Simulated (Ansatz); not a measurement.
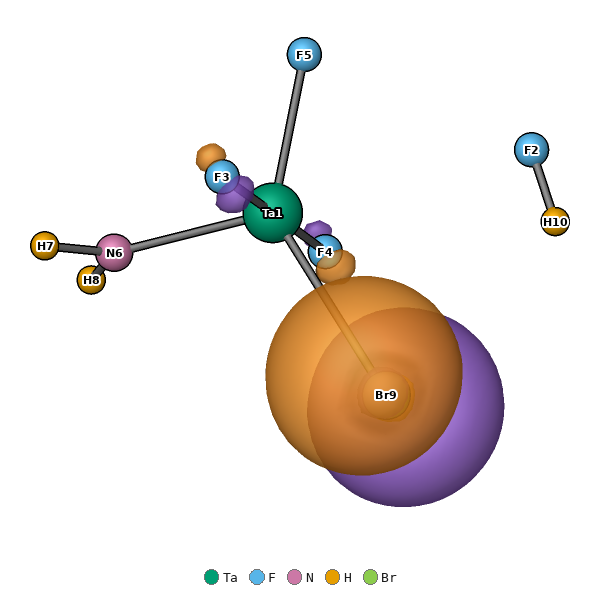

BrF$_{3}$H$_{2}$NTa···HF. The HOMO at ±0.15 Å⁻³ᐟ² (orange and purple are the two phases), seen at a tilt.

Core potentials replace the inner electrons of Ta; not at a stationary point (largest force 1.0 eV/Å).

Level of theory: RHF/def2-SVP in Ansatz 0.2.0.

The calculation's input:

```
crystal:
  periodic: [false, false, false]
  atoms:
    - { symbol: Ta, position_ang: [0.0, 0.0, 0.0] }
    - { symbol: F, position_ang: [2.28, 0.0, 0.0] }
    - { symbol: F, position_ang: [0.0, 0.0, 1.93] }
    - { symbol: F, position_ang: [0.0, 0.0, -1.93] }
    - { symbol: F, position_ang: [-0.965, 1.6714, 0.0] }
    - { symbol: "N", position_ang: [-1.08, -1.8706, 0.0] }
    - { symbol: H, position_ang: [-1.8056, -2.0636, 0.7482] }
    - { symbol: H, position_ang: [-0.8844, -2.5955, -0.7482] }
    - { symbol: Br, position_ang: [0.9302, -2.3695, 1.4909] }
    - { symbol: H, position_ang: [2.1654, -1.0753, 0.6766] }
basis:
  gaussian: { orbitals: def2-SVP }
hamiltonian:
  xc: hf
relax:
  f_tol: 0.15
  max_steps: 25
  restrain:
    - { distance: [0, 8], at: 2.65, k: 30.0 }
    - { distance: [9, 1], at: 0.92, k: 30.0 }
    - { distance: [0, 1], at: 3.13, k: 30.0 }
    - { distance: [9, 8], at: 2.75, k: 30.0 }
output:
  orbitals: {}
```

Run with:

```sh
ansatz run input.yaml --threads 4 --pin off --max-ram 5120MiB --backend cpu --events-out ev --progress --plain --runs-dir out
```

The fields are those of the run's last geometry, not of the input's.

Q: Describe this orbital and give its energy.

A: It lies mainly on Br9 (about 90 %); largely a lone pair of Br9. Its energy is −11.53 eV.
